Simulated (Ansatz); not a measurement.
# Run report: CH₁₀FNOSi, molecular dynamics (part 5 of 5)

CH₁₀FNOSi; UKS PBE-D4/6-31G* (Ansatz 0.2.0). It belongs to a series of runs on one base structure; here: dynamics from the start.

Geometry of the input (Å):
```
Si -0.9341  0.0093  -0.3062
N  0.5752  -1.4786  -0.2166
H  -1.5300  -0.7630  -1.4432
H  -1.9986  -0.0637  0.6839
C  -0.3268  1.5734  -1.2009
H  0.4829  -0.3178  2.0344
O  0.0400  0.6826  1.3905
H  0.8820  -1.6406  1.0715
F  0.9993  -1.3851  2.2447
H  1.4071  -1.2056  -0.7197
H  0.2284  -2.3432  -0.6028
H  0.7232  1.5182  -1.4757
H  -0.4601  2.4549  -0.5832
H  -0.8940  1.7259  -2.1121
H  0.8055  1.2334  1.2353
```

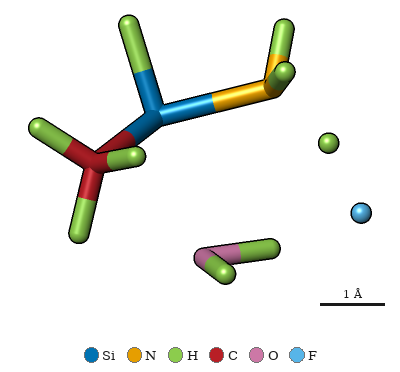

Figure 1. The geometry at step 135 of the log (stick view, seen at a tilt).

**Trajectory as extended XYZ, continued**
```
15
Properties=species:S:1:pos:R:3:forces:R:3 step=121 time_fs=60.5 energy=-15318.73723 temperature=418.5
Si   -0.9282   -0.0772   -0.3981    2.0548  -0.3974  -1.5045
N     0.4576   -1.5006   -0.1771   -2.3419   1.6955   1.7909
H    -1.5089   -0.7246   -1.6624   -0.1508   0.0403   0.2342
H    -1.9864   -0.0442    0.5702   -0.9254  -0.2500   0.6794
C    -0.2690    1.5933   -1.1305    0.8339   0.1596  -0.4890
H     0.2320   -0.0062    2.0418    0.3312   0.2881  -0.2502
O    -0.0220    0.8202    1.5007   -0.4706  -0.6509   0.4343
H     0.9229   -1.5531    1.2011   -0.3660  -0.1358  -0.7188
F     1.0996   -1.3922    2.2007    0.0898   0.2156   0.9108
H     1.2577   -1.2806   -0.7162    1.1581   0.0833  -1.2985
H     0.0107   -2.3632   -0.4626    0.1148  -0.4509  -0.5157
H     0.8210    1.4337   -1.4787   -1.2867   0.0962   0.0952
H    -0.1768    2.4031   -0.3611   -0.3919  -0.3617  -0.4326
H    -0.8805    1.9656   -2.0260    0.7260  -0.4826   1.0204
H     0.8284    1.1962    1.2382    0.6247   0.1510   0.0441
15
Properties=species:S:1:pos:R:3:forces:R:3 step=124 time_fs=62.0 energy=-15318.79188 temperature=451.6
Si   -0.9256   -0.0818   -0.4018    1.5731   0.0120  -1.2109
N     0.4468   -1.4929   -0.1835   -0.9351   0.7656   0.5592
H    -1.5095   -0.7326   -1.6517   -0.1295  -0.0050   0.0937
H    -2.0280   -0.0350    0.5448   -0.5359  -0.2598   0.4917
C    -0.2695    1.6004   -1.1340    0.5183  -0.7897  -0.9691
H     0.2582    0.0331    2.0117    0.3643  -1.3961   0.8577
O    -0.0208    0.8237    1.5104   -1.9012  -0.0440  -0.0295
H     0.9058   -1.5935    1.1400   -0.1704   0.3159   0.5086
F     1.1055   -1.3934    2.2148   -0.1801  -0.0113  -0.6207
H     1.2728   -1.3029   -0.7698   -0.2835  -0.0893  -0.1534
H     0.0084   -2.3809   -0.4943    0.3476   0.4157  -0.0889
H     0.8101    1.4410   -1.4665   -0.9707   0.0264  -0.1158
H    -0.1768    2.3958   -0.4018   -0.3817   0.4109   0.4167
H    -0.8888    1.9503   -2.0256    0.7057  -0.4133   0.8716
H     0.8223    1.1561    1.2701    1.9791   1.0619  -0.6109
15
Properties=species:S:1:pos:R:3:forces:R:3 step=126 time_fs=63.0 energy=-15318.74046 temperature=421.7
Si   -0.9232   -0.0849   -0.4049    1.0993   0.3143  -0.8462
N     0.4387   -1.4871   -0.1872   -0.0262   0.1848  -0.2114
H    -1.5115   -0.7380   -1.6433   -0.1173  -0.0417  -0.0155
H    -2.0627   -0.0319    0.5340   -0.1332  -0.2690   0.2544
C    -0.2693    1.6044   -1.1373    0.1923  -1.4092  -0.8591
H     0.2800    0.0451    2.0002    0.3130  -2.0368   1.2569
O    -0.0214    0.8260    1.5169   -1.4441   0.4769  -0.4408
H     0.8922   -1.6172    1.1039   -0.0918   0.5450   0.8238
F     1.1094   -1.3942    2.2240   -0.2913  -0.0869  -1.1304
H     1.2817   -1.3186   -0.8091   -1.0825  -0.0957   0.5799
H     0.0107   -2.3890   -0.5172    0.3757   0.8108   0.1596
H     0.7907    1.4462   -1.4594   -0.4213  -0.0609  -0.3193
H    -0.1814    2.3948   -0.4252   -0.3602   0.8538   0.9075
H    -0.8859    1.9350   -2.0147    0.4532  -0.2556   0.4619
H     0.8398    1.1407    1.2851    1.5346   1.0702  -0.6214
15
Properties=species:S:1:pos:R:3:forces:R:3 step=129 time_fs=64.5 energy=-15318.66835 temperature=378.4
Si   -0.9189   -0.0893   -0.4099    0.3937   0.7547  -0.2589
N     0.4266   -1.4782   -0.1930    0.7942  -0.4078  -0.7546
H    -1.5165   -0.7468   -1.6312   -0.0954  -0.0896  -0.1694
H    -2.1160   -0.0322    0.5216    0.4612  -0.2764  -0.0829
C    -0.2688    1.6083   -1.1433   -0.2762  -1.7246   0.2553
H     0.3173    0.0282    2.0045   -0.1339  -1.3768   0.8195
O    -0.0234    0.8299    1.5262    0.9132   0.2160  -0.4826
H     0.8702   -1.6426    1.0644   -0.0078   0.7644   0.8785
F     1.1148   -1.3954    2.2366   -0.4190  -0.0948  -1.4570
H     1.2747   -1.3434   -0.8565   -1.4864   0.1037   1.1839
H     0.0204   -2.3864   -0.5481    0.1619   0.9048   0.3879
H     0.7565    1.4526   -1.4553    0.6793  -0.2029  -0.6339
H    -0.1948    2.4086   -0.4438   -0.3494   0.8462   1.0088
H    -0.8748    1.9083   -1.9920   -0.2037   0.0874  -0.4870
H     0.8890    1.1355    1.2974   -0.4317   0.4958  -0.2078
15
Properties=species:S:1:pos:R:3:forces:R:3 step=132 time_fs=66.0 energy=-15318.55945 temperature=314.3
Si   -0.9143   -0.0931   -0.4151   -0.1611   1.0940   0.1750
N     0.4156   -1.4699   -0.1999    0.9227  -0.4974  -0.4315
H    -1.5235   -0.7575   -1.6227   -0.0545  -0.1040  -0.2699
H    -2.1596   -0.0383    0.5077    0.8825  -0.2656  -0.2829
C    -0.2687    1.6092   -1.1488   -0.4249  -1.2411   1.6745
H     0.3517   -0.0175    2.0259   -0.6334  -0.0605   0.0066
O    -0.0244    0.8340    1.5348    2.7295  -0.8036  -0.0753
H     0.8481   -1.6517    1.0436    0.0676   0.8377   0.7202
F     1.1198   -1.3968    2.2476   -0.5469  -0.0103  -1.5564
H     1.2373   -1.3657   -0.8794   -0.9597   0.4482   1.1017
H     0.0331   -2.3652   -0.5710   -0.3043   0.3971   0.4132
H     0.7362    1.4549   -1.4645    1.3445  -0.2310  -0.7419
H    -0.2156    2.4393   -0.4418   -0.3191   0.0619   0.3857
H    -0.8679    1.8833   -1.9796   -0.7641   0.3487  -1.2368
H     0.9301    1.1412    1.3051   -1.7790   0.0259   0.1176
15
Properties=species:S:1:pos:R:3:forces:R:3 step=135 time_fs=67.5 energy=-15318.50016 temperature=278.9
Si   -0.9098   -0.0961   -0.4202   -0.5340   1.2661   0.3360
N     0.4060   -1.4622   -0.2073    0.2805  -0.2054   0.7342
H    -1.5317   -0.7704   -1.6199    0.0159  -0.0646  -0.2910
H    -2.1846   -0.0502    0.4880    1.0764  -0.2336  -0.3195
C    -0.2694    1.6078   -1.1515   -0.2227  -0.5555   1.7849
H     0.3730   -0.0653    2.0481   -0.8122   0.7618  -0.4534
O    -0.0217    0.8370    1.5434    2.9882  -1.6360   0.2766
H     0.8274   -1.6430    1.0382    0.1592   0.7669   0.5371
F     1.1242   -1.3982    2.2568   -0.6825   0.1071  -1.6064
H     1.1804   -1.3784   -0.8798    0.3770   0.8187   0.2872
H     0.0392   -2.3361   -0.5852   -0.8341  -0.4239   0.2966
H     0.7429    1.4526   -1.4889    0.8763  -0.0577  -0.4581
H    -0.2432    2.4713   -0.4316   -0.2057  -0.7560  -0.3027
H    -0.8762    1.8653   -1.9920   -0.6218   0.2903  -0.9904
H     0.9350    1.1480    1.3148   -1.8605  -0.0782   0.1690
15
Properties=species:S:1:pos:R:3:forces:R:3 step=138 time_fs=69.0 energy=-15318.48691 temperature=271.1
Si   -0.9058   -0.0981   -0.4251   -0.7210   1.2623   0.1922
N     0.3968   -1.4550   -0.2136   -0.7396  -0.0503   1.9953
H    -1.5395   -0.7846   -1.6232    0.1062   0.0267  -0.2414
H    -2.1867   -0.0670    0.4616    1.0376  -0.1828  -0.2005
C    -0.2704    1.6054   -1.1511    0.0005  -0.1570   0.6198
H     0.3771   -0.0974    2.0611   -0.7601   1.1656  -0.5992
O    -0.0152    0.8379    1.5523    1.7405  -2.3565   0.6504
H     0.8102   -1.6180    1.0446    0.2761   0.5694   0.4332
F     1.1278   -1.3994    2.2642   -0.8067   0.2011  -1.6765
H     1.1319   -1.3736   -0.8745    1.7522   1.0322  -0.7537
H     0.0279   -2.3154   -0.5930   -1.0483  -0.8511   0.2503
H     0.7675    1.4491   -1.5229   -0.1895   0.1912   0.0467
H    -0.2751    2.4878   -0.4273   -0.0387  -1.1196  -0.6352
H    -0.8971    1.8532   -2.0246    0.0467   0.0305  -0.0117
H     0.9019    1.1538    1.3277   -0.6559   0.2384  -0.0697
15
Properties=species:S:1:pos:R:3:forces:R:3 step=141 time_fs=70.5 energy=-15318.52684 temperature=295.0
Si   -0.9022   -0.0992   -0.4298   -0.6834   1.1166  -0.2288
N     0.3865   -1.4478   -0.2170   -0.7954  -0.2855   1.8307
H    -1.5450   -0.7982   -1.6317    0.1877   0.1472  -0.1552
H    -2.1669   -0.0878    0.4312    0.7548  -0.1186   0.0703
C    -0.2715    1.6027   -1.1496    0.0701  -0.2478  -0.7259
H     0.3651   -0.1048    2.0614   -0.5840   1.3412  -0.5651
O    -0.0064    0.8355    1.5621   -0.4498  -3.0528   1.0831
H     0.7990   -1.5809    1.0604    0.4054   0.2883   0.4625
F     1.1305   -1.4005    2.2697   -0.8938   0.2418  -1.7788
H     1.1185   -1.3473   -0.8834    1.5784   0.8556  -0.6568
H    -0.0051   -2.3116   -0.5950   -0.6866  -0.4289   0.3992
H     0.7885    1.4496   -1.5561   -0.9703   0.3531   0.4726
H    -0.3079    2.4811   -0.4360    0.1161  -0.9289  -0.5275
H    -0.9172    1.8419   -2.0577    0.5975  -0.1695   0.8237
H     0.8561    1.1654    1.3387    1.3533   0.8885  -0.5040
15
Properties=species:S:1:pos:R:3:forces:R:3 step=144 time_fs=72.0 energy=-15318.66142 temperature=374.6
Si   -0.8992   -0.0994   -0.4347   -0.3850   0.8746  -0.8372
N     0.3751   -1.4411   -0.2177    0.1293  -0.4543   0.5595
H    -1.5465   -0.8086   -1.6435    0.2290   0.2674  -0.0696
H    -2.1313   -0.1111    0.4025    0.2408  -0.0527   0.4708
C    -0.2724    1.5994   -1.1494    0.0023  -0.8042  -1.6870
H     0.3407   -0.0837    2.0498   -0.2536   1.1476  -0.3276
O     0.0019    0.8291    1.5733   -1.2612  -2.6993   0.9199
H     0.7965   -1.5377    1.0865    0.5244  -0.0160   0.6404
F     1.1322   -1.4012    2.2731   -0.9173   0.2172  -1.8995
H     1.1368   -1.3032   -0.9048    0.1047   0.3023   0.4379
H    -0.0523   -2.3165   -0.5884   -0.0077   0.3345   0.5435
H     0.7896    1.4574   -1.5794   -1.1429   0.3808   0.6754
H    -0.3383    2.4552   -0.4554    0.1997  -0.2448  -0.0237
H    -0.9251    1.8272   -2.0740    0.7485  -0.2243   1.1241
H     0.8369    1.1952    1.3396    1.7891   0.9712  -0.5270
15
Properties=species:S:1:pos:R:3:forces:R:3 step=147 time_fs=73.5 energy=-15318.75950 temperature=432.0
Si   -0.8965   -0.0989   -0.4403    0.0696   0.5802  -1.4432
N     0.3639   -1.4351   -0.2175    0.8556  -0.2286  -0.2629
H    -1.5432   -0.8133   -1.6569    0.2132   0.3633  -0.0095
H    -2.0906   -0.1356    0.3840   -0.3618   0.0008   0.8950
C    -0.2734    1.5947   -1.1521   -0.1960  -1.4785  -1.9100
H     0.3114   -0.0395    2.0319    0.3828   0.0319   0.3479
O     0.0087    0.8193    1.5857   -0.2304  -0.2732  -0.3551
H     0.8052   -1.4947    1.1265    0.5993  -0.2844   0.8962
F     1.1328   -1.4017    2.2744   -0.8614   0.1533  -1.9730
H     1.1580   -1.2526   -0.9174   -1.0553  -0.3024   1.1769
H    -0.0999   -2.3147   -0.5705    0.5491   0.7509   0.4784
H     0.7672    1.4733   -1.5886   -0.6663   0.2877   0.6050
H    -0.3645    2.4243   -0.4751    0.1926   0.5807   0.6062
H    -0.9175    1.8078   -2.0670    0.4717  -0.1421   0.8361
H     0.8522    1.2440    1.3303    0.0374  -0.0398   0.1120
15
Properties=species:S:1:pos:R:3:forces:R:3 step=150 time_fs=75.0 energy=-15318.68636 temperature=389.9
Si   -0.8937   -0.0980   -0.4470    0.3702   0.2681  -1.7484
N     0.3539   -1.4293   -0.2175    1.0460   0.3601  -0.1987
H    -1.5354   -0.8102   -1.6705    0.1414   0.4180   0.0139
H    -2.0573   -0.1601    0.3844   -0.7384   0.0450   1.1195
C    -0.2748    1.5874   -1.1581   -0.5637  -1.6121  -0.8893
H     0.2908    0.0037    2.0223    1.2362  -1.9266   1.4169
O     0.0151    0.8092    1.5975    0.2023   2.9449  -1.9722
H     0.8267   -1.4577    1.1856    0.5559  -0.4839   0.9424
F     1.1324   -1.4021    2.2734   -0.6996   0.1108  -1.7645
H     1.1580   -1.2082   -0.9059   -1.3309  -0.7133   1.1576
H    -0.1363   -2.2978   -0.5426    0.7515   0.5736   0.1863
H     0.7313    1.4953   -1.5852    0.3907   0.1204   0.2614
H    -0.3866    2.4050   -0.4824    0.1696   0.8600   0.8061
H    -0.9005    1.7856   -2.0429   -0.1958   0.0593  -0.0055
H     0.8693    1.2920    1.3232   -1.3355  -1.0242   0.6746
```

**Summary**

- outcome: finished
- mean temperature over the second half: 348 K
- trajectory: 150 steps, 75 fs
- ensemble: nve
- temperature in the input: 300.0 K
- time step: 0.5 fs
- potential energy (last step): −15318.6864 eV
- mean-field energy (last step): −15318.4157 eV
- largest force (length of the vector) (last step): 3.550 eV/Å
- wall time: 16 min (CPU time 31 min)
- peak memory: 0.18 GiB

**Remarks**

So short a trajectory is not equilibrated.
